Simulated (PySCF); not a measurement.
# [SiH5]− (SMILES [H][Si-]([H])([H])([H])[H]) at MP2/STO-3G

What is the energy change on altering one bond length of [SiH5]− at MP2/STO-3G? The job is set up through a Python script.

The calculation is run with PySCF 2.14.0.

9 further runs of the same task are left out: 9 set aside as unsound or not needed.

## 1. The structure to begin with

[SiH5]−: 6 atoms, total charge -1, spin state singlet. SMILES: `[H][Si-]([H])([H])([H])[H]`. The coordinates come from a GFN2-xTB relaxation.

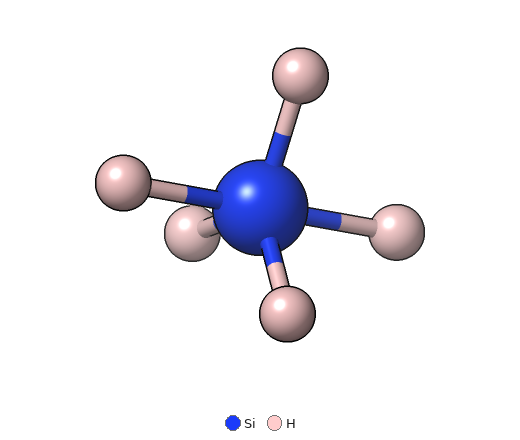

Viewed from a chosen angle; silicon blue, hydrogen pink.

## 2. A single-point energy at MP2/STO-3G

start.xyz

```xyz
6
H5Si
Si    -0.000240     0.000230     0.001470
H     -0.019890    -0.007790     1.639910
H      0.021790     0.007860    -1.642440
H      1.490630     0.011850     0.019200
H     -0.757550     1.285100    -0.002620
H     -0.734730    -1.297250    -0.015520
```

job.py

```python
from pyscf import gto, mp

mol = gto.Mole()
mol.atom = 'start.xyz'
mol.charge = -1
mol.verbose = 4
mol.basis = 'sto-3g'
mol.max_memory = 1860
mol.build()

mf = mol.RHF()
mf.conv_tol = 1e-10
mf.kernel()
if not mf.converged:
    mf = mf.newton().run(mf.mo_coeff, mf.mo_occ)

pt = mp.MP2(mf, frozen=5).run()
etot = pt.e_tot
print('Final energy', etot)
```

The run is started by

```bash
OMP_NUM_THREADS=1 python job.py
```

What it wrote:

```text
PySCF version 2.14.0

[INPUT] num. atoms = 6
[INPUT] num. electrons = 20
[INPUT] charge = -1
[INPUT] spin (= nelec alpha-beta = 2S) = 0
[INPUT] symmetry False subgroup None
[INPUT] Mole.unit = angstrom
[INPUT] Symbol           X                Y                Z      unit          X                Y                Z       unit  Magmom
[INPUT]  1 Si    -0.000240000000   0.000230000000   0.001470000000 AA   -0.000453534270   0.000434637009   0.002777897403 Bohr   0.0
[INPUT]  2 H     -0.019890000000  -0.007790000000   1.639910000000 AA   -0.037586652618  -0.014720966510   3.098980768935 Bohr   0.0
[INPUT]  3 H      0.021790000000   0.007860000000  -1.642440000000 AA    0.041177132254   0.014853247339  -3.103761776031 Bohr   0.0
[INPUT]  4 H      1.490630000000   0.011850000000   0.019200000000 AA    2.816882453060   0.022393254576   0.036282741592 Bohr   0.0
[INPUT]  5 H     -0.757550000000   1.285100000000  -0.002620000000 AA   -1.431562025664   2.428487042679  -0.004951082446 Bohr   0.0
[INPUT]  6 H     -0.734730000000  -1.297250000000  -0.015520000000 AA   -1.388438475502  -2.451447215092  -0.029328549453 Bohr   0.0

nuclear repulsion = 26.1397814709677
number of shells = 10
number of NR pGTOs = 42
number of NR cGTOs = 14
basis = sto-3g
ecp = {}

******** <class 'pyscf.scf.hf.RHF'> ********
method = RHF
initial guess = minao
damping factor = 0
level_shift factor = 0
DIIS = <class 'pyscf.scf.diis.CDIIS'>
diis_start_cycle = 1
diis_space = 8
diis_damp = 0
SCF conv_tol = 1e-10
SCF conv_tol_grad = None
SCF max_cycles = 50
direct_scf = True
direct_scf_tol = 1e-13
Set gradient conv threshold to 1e-05
Initial guess from minao.
init E= -287.727791547083
  HOMO = -0.107584299961203  LUMO = 0.378113045695801  gap/eV = 13.21650
cycle= 1 E= -288.196248381856  delta_E= -0.468  |g|= 0.106  |ddm|= 2.43
  HOMO = 0.0951813659705293  LUMO = 0.790373104877761  gap/eV = 18.91713
cycle= 2 E= -288.202349725018  delta_E= -0.0061  |g|= 0.0198  |ddm|= 0.26
  HOMO = 0.0868935056630697  LUMO = 0.789930829188932  gap/eV = 19.13062
cycle= 3 E= -288.202563992842  delta_E= -0.000214  |g|= 0.00213  |ddm|= 0.0517
  HOMO = 0.0874582031146267  LUMO = 0.79115471311073  gap/eV = 19.14856
cycle= 4 E= -288.202566088291  delta_E= -2.1e-06  |g|= 0.000289  |ddm|= 0.00426
  HOMO = 0.0875250125443729  LUMO = 0.79116674741651  gap/eV = 19.14707
cycle= 5 E= -288.20256613714  delta_E= -4.88e-08  |g|= 1.85e-05  |ddm|= 0.000662
  HOMO = 0.0875225920941992  LUMO = 0.791163776248891  gap/eV = 19.14705
cycle= 6 E= -288.202566137319  delta_E= -1.79e-10  |g|= 1.84e-06  |ddm|= 3.87e-05
  HOMO = 0.087522402078747  LUMO = 0.791163460214467  gap/eV = 19.14705
cycle= 7 E= -288.202566137322  delta_E= -3.35e-12  |g|= 1.42e-07  |ddm|= 7.42e-06
  HOMO = 0.0875223634068346  LUMO = 0.791163526547008  gap/eV = 19.14705
Extra cycle  E= -288.202566137322  delta_E= -1.14e-13  |g|= 3.74e-08  |ddm|= 4.68e-07
converged SCF energy = -288.202566137322

******** <class 'pyscf.mp.mp2.RMP2'> ********
nocc = 5, nmo = 9
frozen orbitals 5
E(RMP2) = -288.25443659486  E_corr = -0.0518704575382308
E(SCS-RMP2) = -288.263831267102  E_corr = -0.0612651297804515
E_corr(same-spin) = -0.00113009915241405
E_corr(oppo-spin) = -0.0507403583858168
Final energy -288.25443659486024
```

Wall time 0.52 s (1 thread of Arm Neoverse V2, shared host); peak memory 0.12 GiB.

## 3. The distorted shape at the same level

input.py

```python
from pyscf import gto, scf, mp

molecule = gto.M(
    atom='''
Si      -0.298389      -0.002094      -0.002076
H       -0.318039      -0.010114       1.636364
H       -0.276359       0.005536      -1.645986
H        1.490630       0.011850       0.019200
H       -1.055699       1.282776      -0.006166
H       -1.032879      -1.299574      -0.019066
''',
    verbose=4,
    charge=-1,
    basis='sto-3g',
    max_memory=1860,
)

hf = scf.RHF(molecule)
hf.conv_tol = 1e-10
hf.kernel()
if not hf.converged:
    hf = hf.newton().run(hf.mo_coeff, hf.mo_occ)

pt = mp.MP2(hf, frozen=5).run()
energy = pt.e_tot
print(f'total energy: {energy:.8f} hartree')
```

The run is started by

```bash
OMP_NUM_THREADS=1 python input.py
```

What it wrote:

```text
PySCF version 2.14.0

[INPUT] num. atoms = 6
[INPUT] num. electrons = 20
[INPUT] charge = -1
[INPUT] spin (= nelec alpha-beta = 2S) = 0
[INPUT] symmetry False subgroup None
[INPUT] Mole.unit = angstrom
[INPUT] Symbol           X                Y                Z      unit          X                Y                Z       unit  Magmom
[INPUT]  1 Si    -0.298389000000  -0.002094000000  -0.002076000000 AA   -0.563873488583  -0.003957086505  -0.003923071435 Bohr   0.0
[INPUT]  2 H     -0.318039000000  -0.010114000000   1.636364000000 AA   -0.601006606931  -0.019112690024   3.092279800098 Bohr   0.0
[INPUT]  3 H     -0.276359000000   0.005536000000  -1.645986000000 AA   -0.522242822059   0.010461523826  -3.110462744868 Bohr   0.0
[INPUT]  4 H      1.490630000000   0.011850000000   0.019200000000 AA    2.816882453060   0.022393254576   0.036282741592 Bohr   0.0
[INPUT]  5 H     -1.055699000000   1.282776000000  -0.006166000000 AA   -1.994981979977   2.424095319165  -0.011652051284 Bohr   0.0
[INPUT]  6 H     -1.032879000000  -1.299574000000  -0.019066000000 AA   -1.951858429815  -2.455838938606  -0.036029518291 Bohr   0.0

nuclear repulsion = 25.2325593301935
number of shells = 10
number of NR pGTOs = 42
number of NR cGTOs = 14
basis = sto-3g
ecp = {}

******** <class 'pyscf.scf.hf.RHF'> ********
method = RHF
initial guess = minao
damping factor = 0
level_shift factor = 0
DIIS = <class 'pyscf.scf.diis.CDIIS'>
diis_start_cycle = 1
diis_space = 8
diis_damp = 0
SCF conv_tol = 1e-10
SCF conv_tol_grad = None
SCF max_cycles = 50
direct_scf = True
direct_scf_tol = 1e-13
Set gradient conv threshold to 1e-05
[... 1 set-up line as earlier in the session ...]
init E= -287.599671586865
  HOMO = -0.108222908439013  LUMO = 0.271038457200988  gap/eV = 10.32023
cycle= 1 E= -288.164616065863  delta_E= -0.565  |g|= 0.0934  |ddm|= 2.41
  HOMO = 0.0843953052166283  LUMO = 0.675956061160019  gap/eV = 16.09719
cycle= 2 E= -288.169419737281  delta_E= -0.0048  |g|= 0.0194  |ddm|= 0.212
  HOMO = 0.0787881929661465  LUMO = 0.673280442877512  gap/eV = 16.17696
cycle= 3 E= -288.169640241314  delta_E= -0.000221  |g|= 0.00218  |ddm|= 0.0473
  HOMO = 0.0794826211450561  LUMO = 0.674318168830224  gap/eV = 16.18630
cycle= 4 E= -288.169642491148  delta_E= -2.25e-06  |g|= 0.000284  |ddm|= 0.00415
  HOMO = 0.0795380408417475  LUMO = 0.674306270142003  gap/eV = 16.18447
cycle= 5 E= -288.169642545799  delta_E= -5.47e-08  |g|= 3.07e-05  |ddm|= 0.000721
  HOMO = 0.0795355980559875  LUMO = 0.6743057612082  gap/eV = 16.18452
cycle= 6 E= -288.16964254665  delta_E= -8.51e-10  |g|= 5.94e-06  |ddm|= 0.000101
  HOMO = 0.0795355168354371  LUMO = 0.67430556386963  gap/eV = 16.18452
cycle= 7 E= -288.169642546687  delta_E= -3.68e-11  |g|= 3.67e-07  |ddm|= 2.59e-05
  HOMO = 0.0795355097986369  LUMO = 0.674305593517762  gap/eV = 16.18452
Extra cycle  E= -288.169642546688  delta_E= -3.98e-13  |g|= 1.16e-07  |ddm|= 1.02e-06
converged SCF energy = -288.169642546688

******** <class 'pyscf.mp.mp2.RMP2'> ********
nocc = 5, nmo = 9
frozen orbitals 5
E(RMP2) = -288.227653361295  E_corr = -0.0580108146070648
E(SCS-RMP2) = -288.238021609238  E_corr = -0.0683790625504501
E_corr(same-spin) = -0.00142374805157034
E_corr(oppo-spin) = -0.0565870665554945
total energy: -288.22765336 hartree
```

Wall time 0.52 s (1 thread of Arm Neoverse V2, shared host); peak memory 0.12 GiB.

## 4. Outcome

At MP2/STO-3G, 5 core orbitals frozen:

```
                                                              quantity          value
                                             first shape: total energy  -288.25444 Eh
                      first shape: HOMO energy (Hartree–Fock orbitals)        2.38 eV
                      first shape: LUMO energy (Hartree–Fock orbitals)       21.53 eV
    first shape: HOMO–LUMO gap (to an unbound level, set by the basis)       19.15 eV
              first shape: correlation energy (5 core orbitals frozen)      -51.9 mEh
                                         distorted shape: total energy  -288.22765 Eh
                  distorted shape: HOMO energy (Hartree–Fock orbitals)        2.16 eV
                  distorted shape: LUMO energy (Hartree–Fock orbitals)       18.35 eV
distorted shape: HOMO–LUMO gap (to an unbound level, set by the basis)       16.18 eV
          distorted shape: correlation energy (5 core orbitals frozen)      -58.0 mEh
    energy change with the Si1–H4 bond stretched from 1.491 to 1.789 Å       0.729 eV
```

What this shows: With the Si1–H4 bond stretched from 1.491 to 1.789 Å the energy rises by 0.73 eV (16.8 kcal/mol). The first shape isn't relaxed at this level, so the change isn't measured from a minimum. The minimal basis adds a large error of its own. The HOMO (first shape) lies at positive energy, 2.38 eV: the electron is unbound at this level or held by a compact basis; values depend on the basis. The HOMO (distorted shape) lies at positive energy, 2.16 eV: the electron is unbound at this level or held by a compact basis; values depend on the basis.
